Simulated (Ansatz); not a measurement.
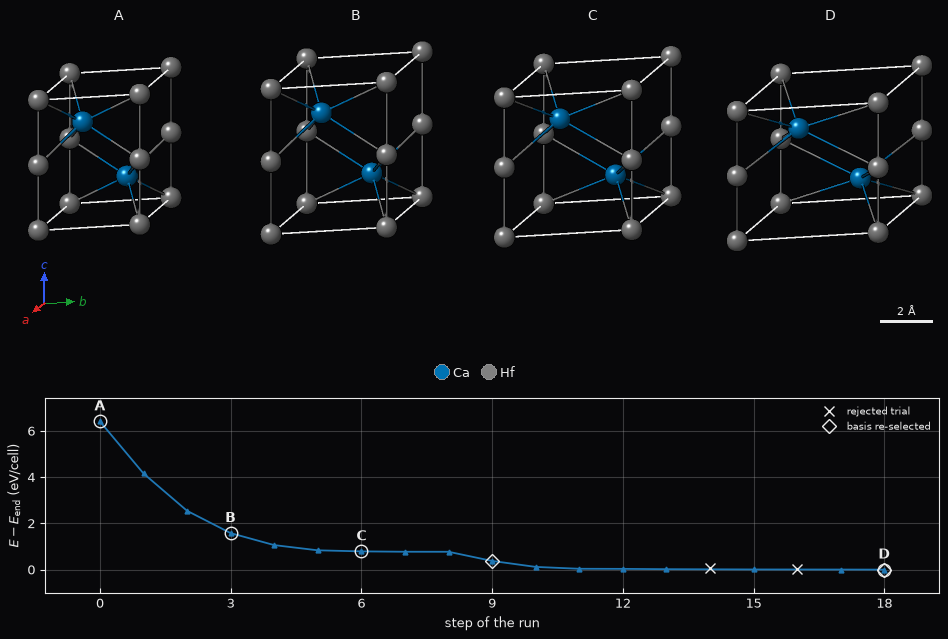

Frames of a relaxation of crystalline CaHf (a generated structure, set up in P6_3/mmc) (coarse preliminary run), marked on the history of the run. Style: ball-and-stick. Shown: the cell of the calculation, slightly off an axis.

Theory: Ansatz, DFT PBE, scalar-relativistic, plane waves, PAW. Settings: plane-wave cutoff 420 eV; k-point mesh 6 × 6 × 4; occupations gaussian; smearing width 0.1 eV; no spin polarisation; cell and atoms relaxed; force threshold 0.04 eV/Å; at most 70 steps.

What happens along the run?

Over 14 accepted moves (18 points after the start) the energy falls by 6.408 eV per cell of the calculation. All forces vanish by symmetry, so only the cell relaxes. Pressure: 42.87 GPa at the start and 0.08 GPa at the end. The line search rejected the trial steps at points 14, 16 of the run. The SCF was repeated twice at an unchanged geometry on a basis and grid sized afresh for the cell, which shifted the energy by 0.397 eV per cell of the calculation at most. The atoms keep their places relative to the cell (all moves are under 0.005 Å). The drawn cell changes as follows: a = b 4.054 → 5.648 Å (+39.3 %), c 5.288 → 5.268 Å (−0.4 %); the volume changes by +93.4 %. Among the contacts that change: Ca–Hf 2.688 → 3.517 Å, Hf–Hf 2.644 → 2.634 Å. Bond angles that change, for instance: Hf–Ca–Hf 97.9° → 106.8°, Hf–Ca–Hf 128.4° → 124.8°. The space group stays P6_3/mmc (No. 194). From step 0 to 3: volume +45.0 %, energy −4.830 eV per cell of the calculation. From step 3 to 6: volume +16.9 %, energy −0.790 eV per cell of the calculation. From step 6 to 18: volume +14.1 %, energy −0.789 eV per cell of the calculation.

```tsv
step	E − E(0), meV/atom	pressure, GPa	volume, Å³/atom	note
0	0.00	42.87	18.816	
1	-562.71	27.25	21.426	
2	-966.33	16.70	24.421	
3	-1207.50	9.20	27.286	
4	-1337.13	3.59	29.817	
5	-1393.36	-0.68	31.730	
6	-1404.90	-1.28	31.898	
7	-1408.79	0.37	31.159	
8	-1409.10	0.02	31.279	
9	-1508.28	4.58	31.279	same geometry, new basis
10	-1572.75	2.14	33.503	
11	-1592.90	0.30	35.617	
12	-1593.97	0.01	36.010	
13	-1597.35	-0.30	36.419	
14	-1585.06	0.08	37.111	rejected
15	-1600.28	-0.18	36.387	
16	-1596.93	0.40	36.326	rejected
17	-1601.18	0.04	36.384	
18	-1602.10	0.08	36.384	same geometry, new basis
```
